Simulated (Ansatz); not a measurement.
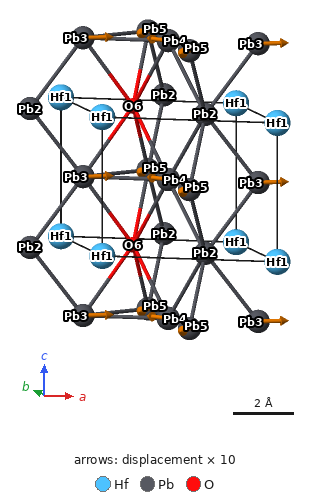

This is a relaxation of a crystal of HfPb4O (a generated structure, set up in P-6m2) (coarse preliminary run). The starting structure is drawn; orange arrows show the displacements (the part carried along by the change of the cell is left out), magnified 10 times.

The picture is a ball-and-stick view of the cell of the calculation, seen slightly off an axis.

Method: DFT PBE, scalar-relativistic, plane waves, PAW in Ansatz.

Input file:
```yaml
crystal:
  lattice:
    - [6.17766315, 0.0, 0.0]
    - [-3.08883157, 5.35001322, 0.0]
    - [0.0, 0.0, 4.71598324]
  atoms:
    - { symbol: Hf, position: [0.0, 0.0, 0.0] }
    - { symbol: Pb, position: [0.66666667, 0.33333333, 0.0] }
    - { symbol: Pb, position: [0.009029, 0.5045145, 0.5] }
    - { symbol: Pb, position: [0.4954855, 0.5045145, 0.5] }
    - { symbol: Pb, position: [0.4954855, 0.990971, 0.5] }
    - { symbol: O, position: [0.33333333, 0.66666667, 0.0] }
basis:
  ecutwfc: 420
kpoints:
  mp_grid: { grid: [3, 3, 4] }
hamiltonian:
  xc: pbe
scf:
  occupations: { method: gaussian, width: 0.1 }
  lower_state_search: "off"
output:
  forces: true
  stress: true
  eigenvalues: true
relax:
  adjacent_minimum: "off"
  f_tol: 0.04
  max_steps: 70
  cell: { stress_tol: 0.4 }
```

Command:
```bash
ansatz run input.yaml --threads 1 --pin off --max-ram 2560MiB --backend cpu --events-out ev --progress --plain --runs-dir out
```

Q: What happened in the run?

A: The largest moves relative to the cell, 0.11 Å, are those of Pb3, Pb4 and Pb5. Pb3 goes along [2 1 0]. Hf and O stay in place. The volume changes by +6.5 %, with a = b 6.178 → 6.547 Å (+6.0 %), c 4.716 → 4.472 Å (−5.2 %). Some distances before and after: Pb3–O6 2.928 → 2.828 Å, Pb2–Pb3 2.986 → 3.032 Å, Pb3–Pb4 3.005 → 2.999 Å. Among the angles between lasting bonds that change: Pb2–Pb3–Pb2 104.3° → 95.0°, Pb3–Pb2–Pb4 64.2° → 71.6°, Pb3–Pb2–Pb4 144.3° → 140.5°. The space group stays P-6m2 (No. 187). The energy falls by 56.0 meV per atom in 4 accepted moves (6 points after the start). Largest force component: 1.3 eV/Å at the start, 0.015 eV/Å at the end. Pressure: 4.05 GPa at the start and 0.15 GPa at the end. The line search rejected the trial step at point 1 of the run. The SCF was repeated once at an unchanged geometry on a basis and grid sized afresh for the cell, which shifted the energy by 2.4 meV per atom at most.
